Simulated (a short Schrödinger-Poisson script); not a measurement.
Stack: symmetric double-gate stack, SiO2 on p-type Si(100), at 300 K.

```csv
layer,material,thickness (nm),Na (cm⁻³)
1,SiO2,1.1,-
2,Si,10,1e18
3,SiO2,1.1,-
```

The device is made up for the run: typed textbook-type constants, with dimensions and the other settings drawn at random. SiO2: permittivity 3.9, conduction-band edge (eV) 3.15, gap (eV) 9, electron mass (mₑ) 0.5. Si: permittivity 11.7, conduction-band edge (eV) 0, gap (eV) 1.124, Nv at 300 K (cm⁻³) 3.1e19.

Channel valleys (confinement mass, in-plane density-of-states mass, number): Δ2 0.916, 0.19, 2; Δ4 0.19, 0.417, 4. At the gates, both at one voltage, the conduction-band edge of layer 1 lies 3.23 eV − eVg above the Fermi level of the channel. Gaps are held at their typed values at every temperature. Mesh 0.03 nm at interfaces.

From a short Schrödinger-Poisson script (our own, NumPy): 1D Poisson equation in equilibrium, electrons quantum, Hartree (BenDaniel-Duke, 12 states a valley, the channel's in-plane mass for all, wave functions free to enter the dielectric), parabolic valleys, classical holes, full ionisation, no traps, pinning or gate leakage.

Only gate voltages with over 1e8 electrons/cm² are shown.

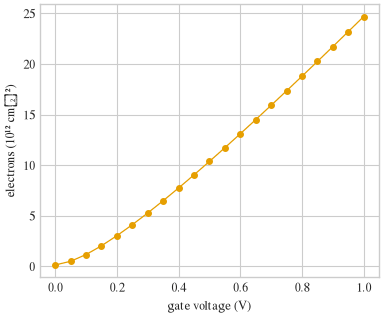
Figure: Sheet density against gate voltage

```tsv
Vg (V)	electrons (cm⁻²)	C (μF/cm²)	Δ2 E0 (meV)	Δ2 E1 (meV)	Δ4 E0 (meV)	Δ4 E1 (meV)
0	1.33e11	0.683	131.8	140.2	144.7	191.5
0.05	4.99e11	1.70	97.8	105.0	110.9	156.2
0.1	1.16e12	2.51	75.9	81.2	89.7	132.5
0.15	2.03e12	3.01	60.9	64.4	76.3	116.2
0.2	3.03e12	3.36	49.3	51.5	67.0	104.1
0.25	4.11e12	3.61	39.6	41.0	60.2	94.7
0.3	5.27e12	3.81	31.2	32.1	55.0	87.0
0.35	6.48e12	3.97	23.7	24.3	50.7	80.7
0.4	7.74e12	4.10	17.0	17.3	47.2	75.2
0.45	9.04e12	4.21	10.8	11.0	44.2	70.5
0.5	1.04e13	4.30	5.0	5.2	41.6	66.3
0.55	1.17e13	4.38	-0.3	-0.2	39.2	62.6
0.6	1.31e13	4.45	-5.3	-5.2	37.1	59.2
0.65	1.45e13	4.51	-10.0	-9.9	35.2	56.1
0.7	1.59e13	4.56	-14.5	-14.4	33.4	53.2
0.75	1.73e13	4.61	-18.8	-18.8	31.6	50.5
0.8	1.88e13	4.65	-22.9	-22.9	30.0	47.9
0.85	2.02e13	4.69	-26.9	-26.9	28.5	45.5
0.9	2.17e13	4.73	-30.8	-30.7	27.0	43.2
0.95	2.32e13	4.76	-34.5	-34.5	25.6	41.0
1	2.47e13	4.79	-38.1	-38.1	24.2	38.9
```

Subbands count from the Fermi level. The capacitance is that of both gates.
